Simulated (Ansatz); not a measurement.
**Cobalt, simple cubic: r²SCAN0 at the r²SCAN geometry**

How do the levels change when part of the exchange is made exact, and what does it cost? Spin polarisation is left out, though the real metal is magnetic, so these are not its levels. The cell comes from an earlier r²SCAN relaxation. Exact exchange is dear, so the k-mesh is coarse, and r²SCAN is run on the same mesh for comparison.

Computed with Ansatz 0.2.0 (DFT, plane waves (500 eV) with PBE-made PAW files, scalar-relativistic; functionals as named at each step, unless a step says otherwise).

**1. The structure to begin with**

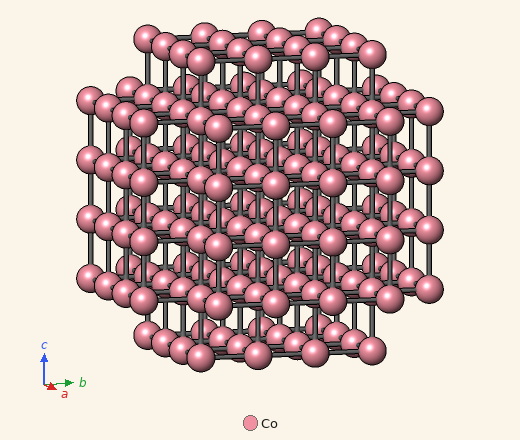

The structure, seen slightly off an axis (cobalt pink). 3×3×3 cells are drawn. Any atoms on the faces are drawn again on the opposite ones, and bonded neighbours outside are added.

As a file:

```xyz
1
Lattice="2.2522 0.0000 0.0000 0.0000 2.2522 0.0000 0.0000 0.0000 2.2522" Properties=species:S:1:pos:R:3 pbc="T T T"
Co    0.0000    0.0000    0.0000
```

**2. r²SCAN, coarse mesh**

The run with r²SCAN.

Contents of input.yaml:

```yaml
crystal:
  lattice:
    - [2.25217368, 0.0, 0.0]
    - [0.0, 2.25217368, 0.0]
    - [0.0, 0.0, 2.25217368]
  atoms:
    - { symbol: Co, position: [0.0, 0.0, 0.0] }
hamiltonian:
  xc: r2scan
  pseudopotentials:
    kind: paw
    azcp:
      Co: "pseudopotentials/Co.paw.azcp"
basis:
  ecutwfc: 500
  fft_grid_basis: typed
kpoints:
  mp_grid: { grid: [7, 7, 7], shift: [0, 0, 0] }
magnetization:
  spin_polarized: false
scf:
  occupations: { method: fermi_dirac, width: 0.1 }
```

On the command line:

```
ansatz run input.yaml --threads 4 --pin off --max-ram 8192MiB --backend cpu --events-out ev --progress --plain --runs-dir out
```

Log (excerpt; [...] marks lines left out):

```text
Warning: RAYON_NUM_THREADS=4 ignored (pool sized by the plan → 4); use --threads N
[...]
Pseudopotentials: kind: paw
Pseudopotential: Co, paw, valence charge 17, recommended cutoff 500 eV (meta_gga), <dir>
Functional definition: r2SCAN
[...]
Crystal: 1 atoms, lattice volume = 11.424 Å³
Basis set: ecut = 500 eV, 257 PW (Γ), exchange–correlation on 72×72×72 points (64 copies of the dense FFT grid, shifted against one another)
Bands: 13, of which v1, the nominal top of the filled ones, is band 9 counted from 1 (8 counted from 0)
Symmetry: 48 space group operations
Space group: Pm-3m (ITA 221), of the structure as read, at distance tolerance 2.3e-5 Å
k-points: 20 of 343
[...]
SCF iter   1: F=—  HF=-5130.124724 eV  |F-HF|=—  |Δ(HF+E_count)|=         —  Δρ=9.35e-3  dr2=2.26e-3  dr2_τ=2.71e-2  ethr=1.77e-3  ⟨swp⟩=5.1  Hψ=1334  notcnv=0
[...]
SCF iter   9: F=-5130.182659 eV  HF=-5130.182659 eV  |F-HF|=9.09e-9  |Δ(HF+E_count)|=   4.02e-8  Δρ=1.25e-5  dr2=1.21e-8  dr2_τ=1.78e-10  ethr=5.88e-10  ⟨swp⟩=2.5  Hψ=526  notcnv=0
[...]
SCF converged after 9 iterations
Free energy (F): -5130.182659 eV
[...]
E sigma→0 (E₀):  -5130.141275 eV
Entropy (-TS):   -0.082767 eV (-82.767 meV/atom)
Fermi energy:    17.333429 eV
[...]
```

Run time: 0.45 s. Hardware: 4 threads of Intel Xeon Platinum 8375C at 2.90GHz (Ice Lake), shared host; peak memory 0.33 GiB.

**3. r²SCAN0, coarse mesh**

The run with r²SCAN0.

input.yaml, as its differences from that of step 2:

```diff
@@ -8,3 +8,3 @@
 hamiltonian:
-  xc: r2scan
+  xc: r2scan0
   pseudopotentials:
```

On the command line:

```
ansatz run input.yaml --threads 4 --pin off --max-ram 8192MiB --backend cpu --events-out ev --progress --plain --runs-dir out
```

Log (excerpt; [...] marks lines left out):

```text
Warning: RAYON_NUM_THREADS=4 ignored (pool sized by the plan → 4); use --threads N
[...]
[... 2 set-up lines as earlier in the session ...]
Functional definition: r2SCAN0
[...]
Crystal: 1 atoms, lattice volume = 11.424 Å³
Basis set: ecut = 500 eV, 257 PW (Γ), exchange–correlation on 72×72×72 points (64 copies of the dense FFT grid, shifted against one another)
Bands: 13, of which v1, the nominal top of the filled ones, is band 9 counted from 1 (8 counted from 0)
[... 2 set-up lines as earlier in the session ...]
k-points: 20 of 343
[...]
SCF iter   1: F=—  HF=-5130.125400 eV  |F-HF|=—  |Δ(HF+E_count)|=         —  Δρ=8.95e-3  dr2=1.92e-3  dr2_τ=2.73e-2  ethr=1.77e-3  ⟨swp⟩=7.5  Hψ=1183  notcnv=0
[...]
Frozen-core exchange: fock
[...]
hybrid outer 1: dexx = +1.842e-2 eV, tail = 9.95e-3 eV
[...]
hybrid SCF converged: 7 outer / 34 inner (+10 warm-up), last move |dexx| = 6.91e-8 eV, tail = 1.93e-7 eV
Stability not checked: this state was not tested for a lower state beside it, because the functional holds exact exchange (a hybrid, or Hartree-Fock), whose exchange loop this test does not read (fock_operator; see scf.lower_state_search)
Free energy (F): -5125.950315 eV
Frozen-core exchange: fock
[...]
E sigma→0 (E₀):  -5125.944294 eV
Entropy (-TS):   -0.012042 eV (-12.042 meV/atom)
Fermi energy:    16.694569 eV
[...]
--- Band table (eV; the first three rows and the last of 20) ---
  k-point 0: bands = ["-86.4034", "-46.7334", "-46.7334", "-46.7334", "7.0117", "11.4189", "11.4189", "18.2741", "18.2741", "18.2741", "40.2477"]
[...]
  guard bands above this table: 2 of the run's 13 bands. The solve was not asked for them (output.publish_guard_bands: true or output.eigenvalues: true publishes all)
```

It took 13 s on 4 threads of Intel Xeon Platinum 8375C at 2.90GHz (Ice Lake), shared host; peak memory 0.9 GiB.

**4. The functionals compared**

| functional | gap on the mesh | Fermi energy (eV) | SCF cycles | exchange loops | CPU time |
| --- | --- | --- | --- | --- | --- |
| r²SCAN | none (levels filled in part) | 17.333 | 9 | - | 0.96 s |
| r²SCAN0 | none (levels filled in part) | 16.695 | 44 | 7 | 42 s |

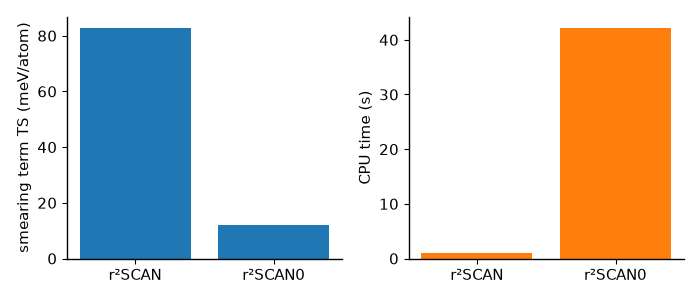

Smearing term and CPU time by functional.

**5. Outcome**

```
                             quantity                         value
                          r²SCAN: gap  none (levels filled in part)
                         r²SCAN0: gap  none (levels filled in part)
  r²SCAN0: SCF cycles, exchange loops                         44, 7
r²SCAN0: CPU time over that of r²SCAN                            44
```

**Reading.** Neither r²SCAN nor r²SCAN0 shows a clean gap on this mesh. r²SCAN0 cost 44 times the CPU time of r²SCAN. r²SCAN0 needed 7 outer loops of the exchange operator. Absolute energies differ from functional to functional, by eV per atom at times, and say nothing by themselves.
